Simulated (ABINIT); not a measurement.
# SiO2 (Quartz): G0W0 with ABINIT, start to end

How does a plane-wave GW calculation on SiO2 (Quartz) run from the first input to the gap?

Method: LDA and many-body steps on it, plane waves, in ABINIT 10.8.3.

## (1) The structure

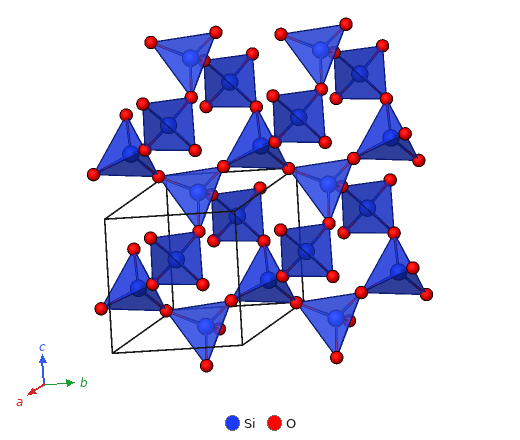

Start, viewed slightly off an axis; silicon blue, oxygen red. 1×2×2 cells are drawn. Some periodic images of atoms are drawn too.

The cell and positions come from the Crystallography Open Database and are kept as given unless a step says otherwise.

## (2) Ground state

This step: ABINIT 10.8.3; DFT, LDA, plane waves, norm-conserving pseudopotentials.

The ground-state density comes first.

Input file run.abi:

```
acell 3*1.0 Angstrom
rprim 
  4.915799999986 0.000000000003 0.000000000000
  -2.457899999996 4.257207679910 0.000000000000
  0.000000000000 0.000000000000 5.409100000000
ntypat 2
znucl 14 8
natom 9
typat 1 1 1 2 2 2 2 2 2
xred 
  0.530300000000 0.000000000000 0.333333333333
  0.000000000000 0.530300000000 0.666666666667
  0.469700000000 0.469700000000 -0.000000000000
  0.146200000000 0.414200000000 0.881000000000
  0.585800000000 0.732000000000 0.214333333333
  0.268000000000 0.853800000000 0.547666666667
  0.414200000000 0.146200000000 0.119000000000
  0.732000000000 0.585800000000 0.785666666667
  0.853800000000 0.268000000000 0.452333333333
pp_dirpath "pseudos"
pseudos "Si.upf, O.upf"
ecut 36
ngkpt 6 6 4
nshiftk 1
shiftk 0 0 0
kptopt 1
chksymbreak 0
nband 32
occopt 1
tolvrs 1e-10
nstep 60
prtwf 0
optforces 0
optstress 0
indata_prefix "in"
outdata_prefix "out"
tmpdata_prefix "tmp"
```

Launch:

```sh
OMP_NUM_THREADS=1 mpirun -n 8 abinit run.abi > log
```

Numbers of over 12 decimals in the logs are rounded to 6 here.

Log:

```text
.Version 10.8.3 of ABINIT. v10.8.2 released Aug 2026.

 Symmetries : space group P3_1 2 1 (#152); Bravais hP (primitive hexag.)
================================================================================
 Values of the parameters that define the memory need of the present run
     intxc =       0    ionmov =       0      iscf =       7    lmnmax =       6
     lnmax =       6     mgfft =      60  mpssoang =       3    mqgrid =    3001
     natom =       9  nloc_mem =       1    nspden =       1   nspinor =       1
    nsppol =       1      nsym =       6    n1xccc =    2501    ntypat =       2
    occopt =       1   xclevel =       1
-    mband =          32        mffmem =           1         mkmem =           3
       mpw =        7924          nfft =      174960          nkpt =          24
================================================================================
  Rough estimation (10% accuracy) of disk space for files :
================================================================================

--------------------------------------------------------------------------------
------------- Echo of variables that govern the present computation ------------
--------------------------------------------------------------------------------
 -outvars: echo values of preprocessed input variables --------
            acell      1.8897261259E+00  1.8897261259E+00  1.8897261259E+00 Bohr

      chksymbreak           0
             ecut      3.60000000E+01 Hartree
-          fftalg         312

              ixc       -1012
              kpt      0.00000000E+00  0.00000000E+00  0.00000000E+00
                       1.66666667E-01  0.00000000E+00  0.00000000E+00
                       3.33333333E-01  0.00000000E+00  0.00000000E+00
                       5.00000000E-01  0.00000000E+00  0.00000000E+00
                       1.66666667E-01  1.66666667E-01  0.00000000E+00
                       3.33333333E-01  1.66666667E-01  0.00000000E+00
                       3.33333333E-01  3.33333333E-01  0.00000000E+00
                       0.00000000E+00  0.00000000E+00  2.50000000E-01
                       1.66666667E-01  0.00000000E+00  2.50000000E-01
   [... 13 further rows ...]
                       3.33333333E-01  1.66666667E-01  5.00000000E-01
                       3.33333333E-01  3.33333333E-01  5.00000000E-01
         kptrlatt        6    0    0      0    6    0      0    0    4
          kptrlen      4.08868704E+01
P           mkmem           3
            natom           9
            nband          32
            ngfft          54      54      60
             nkpt          24
            nstep          60
             nsym           6
           ntypat           2
              occ      2.000000  2.000000  2.000000  2.000000  2.000000  2.000000
                       2.000000  2.000000  2.000000  2.000000  2.000000  2.000000
                       2.000000  2.000000  2.000000  2.000000  2.000000  2.000000
                       2.000000  2.000000  2.000000  2.000000  2.000000  2.000000
                       0.000000  0.000000  0.000000  0.000000  0.000000  0.000000
                       0.000000  0.000000
        optforces           0
        optstress           0
            prtwf           0
            rprim      4.9158000000E+00  3.0000000000E-12  0.0000000000E+00
[...]
spgroup         152

           tolvrs      1.00000000E-10

             xred      5.3030000000E-01  2.5857407038E-29  3.3333333333E-01
[...]
znucl       14.00000    8.00000

================================================================================

 chkinp: Checking input parameters for consistency.

================================================================================
== DATASET  1 ==================================================================
-   mpi_nproc: 8, omp_nthreads: 1 (-1 if OMP is not activated)

--- !DatasetInfo
iteration_state: {dtset: 1, }
dimensions: {natom: 9, nkpt: 24, mband: 32, nsppol: 1, nspinor: 1, nspden: 1, mpw: 7924, }
cutoff_energies: {ecut:  36.0, pawecutdg:  -1.0, }
electrons: {nelect:   4.80000000E+01, charge:   0.00000000E+00, occopt:   1.00000000E+00, tsmear:   1.00000000E-02, }

 Real(R)+Recip(G) space primitive vectors, cartesian coordinates (Bohr,Bohr^-1):
 R(1)=  9.2895157  0.0000000  0.0000000  G(1)=  0.1076482  0.0621507  0.0000000
 R(2)= -4.6447578  8.0449566  0.0000000  G(2)=  0.0000000  0.1243015  0.0000000
 R(3)=  0.0000000  0.0000000 10.2217176  G(3)=  0.0000000  0.0000000  0.0978309
 Unit cell volume ucvol=  7.6390729E+02 bohr^3
 Angles (23,13,12)=  9.00000000E+01  9.00000000E+01  1.20000000E+02 degrees

 getcut: wavevector=  0.0000  0.0000  0.0000  ngfft=  54  54  60
         ecut(hartree)=     36.000   => boxcut(ratio)=   2.15270

--- Pseudopotential description ------------------------------------------------
- Si Generated using ONCVPSP code by D. R. Hamann
- 14.00000   4.00000  180309                  znucl, zion, pspdat
12 -1012 2 -1 1510                            pspcod,pspxc,lmax,lloc,mmax
     nproj     2     2     2
  pspatm : epsatm=    6.67003958
         --- l  ekb(1:nproj) -->
[...]
pspatm: atomic psp has been read  and splines computed

- O Generated using ONCVPSP code by D. R. Hamann
-  8.00000   6.00000  201201                  znucl, zion, pspdat
12 -1012 2 -1 926                             pspcod,pspxc,lmax,lloc,mmax
     nproj     2     2     1
  pspatm : epsatm=    6.27558587
         --- l  ekb(1:nproj) -->
[...]
2   -1.033686
 pspatm: atomic psp has been read  and splines computed

   2.76785443E+03                                ecore*ucvol(ha*bohr**3)
--------------------------------------------------------------------------------

_setup2: Arith. and geom. avg. npw (full set) are    7882.604    7882.596

================================================================================

--- !BeginCycle
iteration_state: {dtset: 1, }
solver: {iscf: 7, nstep: 60, nline: 4, wfoptalg: 0, }
tolerances: {tolvrs: 1.00E-10, }

     iter   Etot(hartree)      deltaE(h)  residm     vres2
 ETOT  1  -111.65103493913    -1.117E+02 1.238E-01 1.623E+03
 ETOT  2  -111.76988304015    -1.188E-01 3.719E-02 1.395E+03
 ETOT  3  -112.30686714048    -5.370E-01 7.942E-03 9.907E+00
 ETOT  4  -112.30994911754    -3.082E-03 2.736E-03 1.070E-01
 ETOT  5  -112.30996396918    -1.485E-05 1.674E-03 6.786E-03
 ETOT  6  -112.30996505989    -1.091E-06 3.193E-03 2.352E-04
 ETOT  7  -112.30996508110    -2.121E-08 1.054E-03 9.355E-06
 ETOT  8  -112.30996508160    -5.068E-10 1.170E-03 3.309E-07
 ETOT  9  -112.30996508162    -1.673E-11 3.514E-04 2.062E-08
 ETOT 10  -112.30996508163    -7.972E-12 3.558E-04 7.665E-10
 ETOT 11  -112.30996508163     2.771E-12 2.213E-04 5.989E-11

 At SCF step   11       vres2   =  5.99E-11 < tolvrs=  1.00E-10 =>converged.

--- !ResultsGS
iteration_state: {dtset: 1, }
comment   : Summary of ground state results
lattice_vectors:
- [  9.2895157,   0.0000000,   0.0000000, ]
- [ -4.6447578,   8.0449566,   0.0000000, ]
- [  0.0000000,   0.0000000,  10.2217176, ]
lattice_lengths: [   9.28952,    9.28952,   10.22172, ]
lattice_angles: [ 90.000,  90.000, 120.000, ] # degrees, (23, 13, 12)
lattice_volume:   7.6390729E+02
convergence: {deltae:  2.771E-12, res2:  5.989E-11, residm:  2.213E-04, diffor:  0.000E+00, }
etotal    :  -1.12309965E+02
entropy   :   0.00000000E+00
fermie    :   4.34510667E-03
cartesian_stress_tensor: null
pressure_GPa: null
xred      :
- [  5.3030E-01,   2.5857E-29,   3.3333E-01, Si]
- [ -2.2564E-18,   5.3030E-01,   6.6667E-01, Si]
- [  4.6970E-01,   4.6970E-01,   1.3878E-16, Si]
- [  1.4620E-01,   4.1420E-01,   8.8100E-01,  O]
- [  5.8580E-01,   7.3200E-01,   2.1433E-01,  O]
- [  2.6800E-01,   8.5380E-01,   5.4767E-01,  O]
- [  4.1420E-01,   1.4620E-01,   1.1900E-01,  O]
- [  7.3200E-01,   5.8580E-01,   7.8567E-01,  O]
- [  8.5380E-01,   2.6800E-01,   4.5233E-01,  O]
cartesian_forces: null
force_length_stats: {min: null, max: null, mean: null, }

 Integrated electronic density in atomic spheres:
 ------------------------------------------------
 Atom  Sphere_radius  Integrated_density
[...]
================================================================================

 ----iterations are completed or convergence reached----

 Mean square residual over all n,k,spin=   87.327E-08; max=  22.128E-05
 reduced coordinates (array xred) for    9 atoms
[...]
0.585800000000      0.732000000000      0.214333333333
       0.268000000000      0.853800000000      0.547666666667
       0.414200000000      0.146200000000      0.119000000000
       0.732000000000      0.585800000000      0.785666666667
       0.853800000000      0.268000000000      0.452333333333
 rms dE/dt=  0.0000E+00; max dE/dt=  0.0000E+00; dE/dt below (all hartree)
    1       0.000000000000      0.000000000000      0.000000000000
    2       0.000000000000      0.000000000000      0.000000000000
    3       0.000000000000      0.000000000000      0.000000000000
    4       0.000000000000      0.000000000000      0.000000000000
    5       0.000000000000      0.000000000000      0.000000000000
    6       0.000000000000      0.000000000000      0.000000000000
    7       0.000000000000      0.000000000000      0.000000000000
    8       0.000000000000      0.000000000000      0.000000000000
    9       0.000000000000      0.000000000000      0.000000000000

 cartesian coordinates (angstrom) at end:
    1      2.606849     1.59e-12     1.803033
[...]
5      1.080493     3.116276     1.159350
    6     -0.781121     3.634804     2.962384
    7      1.676779     0.622404     0.643683
    8      2.158528     2.493872     4.249750
    9      3.538393     1.140932     2.446716
 length scales=  1.889726125908  1.889726125908  1.889726125908 bohr
              =  1.000000000000  1.000000000000  1.000000000000 angstroms
 prteigrs : about to open file out_EIG
 Fermi (or HOMO) energy (hartree) =   0.00435   Average Vxc (hartree)=  -0.35789
 Eigenvalues (hartree) for nkpt=  24  k points:
 kpt#   1, nband= 32, wtk=  0.00694, kpt=  0.0000  0.0000  0.0000 (reduced coord)
  -0.69890   -0.64078   -0.64078   -0.61613   -0.61455   -0.61455   -0.30057   -0.30057
  -0.19753   -0.19667   -0.19047   -0.19047   -0.10555   -0.10555   -0.09594   -0.08667
  -0.05171   -0.05171   -0.05054   -0.03275   -0.03275   -0.02106   -0.00757   -0.00757
   0.21754    0.33648    0.33648    0.35386    0.35386    0.39720    0.42411    0.45852
 prteigrs : prtvol=0 or 1, do not print more k-points.

--- !EnergyTerms
iteration_state     : {dtset: 1, }
comment             : Components of total free energy in Hartree
kinetic             :  7.34657604326328E+01
hartree             :  3.83581069719250E+01
xc                  : -2.99599870137542E+01
Ewald energy        : -6.94185472439243E+01
psp_core            :  3.62328579032349E+00
local_psp           : -1.13057203742036E+02
non_local_psp       : -1.53213802767918E+01
total_energy        : -1.12309965081625E+02
total_energy_eV     : -3.05610983910874E+03
band_energy         : -1.17226138559242E+01

== END DATASET(S) ==============================================================
================================================================================

 -outvars: echo values of variables after computation  --------
           etotal     -1.1230996508E+02
            nband          32
             nkpt          24
          spgroup         152
 [... the other variables as echoed above ...]

 Calculation completed.
```

Elapsed: 65 s, on 8 MPI ranks of Arm Neoverse N1, shared host; peak memory 0.85 GiB; 8.7 min of CPU time.

This step gave:

```
total energy               : -3056.1098 eV
gap                        : 5.801 eV
k of the valence top       : 0.3333, 0.3333, 0
k of the conduction bottom : 0, 0, 0
least direct gap           : 6.126 eV
```

The gap is indirect, with the least direct gap 0.32 eV higher.

(Continued in part 2 of 3.)

[Paths, hosts, dates, memory and timing lines, banners, echoed tables and standing remarks are left out of the program output.]

[Logs are printed without paths, hosts, clocks, repeated set-up lines and the standing remarks that a program may print on its own settings, such as how far it seeks lower states.]

[Runs of the session that timed out or met a known fault of the program may be left out.]

[Hosts, paths, dates, database ids (printed as entryN), source tags and the programs' standing remarks are cut or masked in the printed files.]

[G0W0 gaps are taken among the corrected bands and points alone; a level outside them can change the order at an edge.]

[Where Ansatz stands beside ABINIT at settings called matched, ABINIT's density can come from a denser mesh and the files from another edition; pairs whose starting gaps differed by over 0.03 eV were left out, so agreement reads better than it is.]
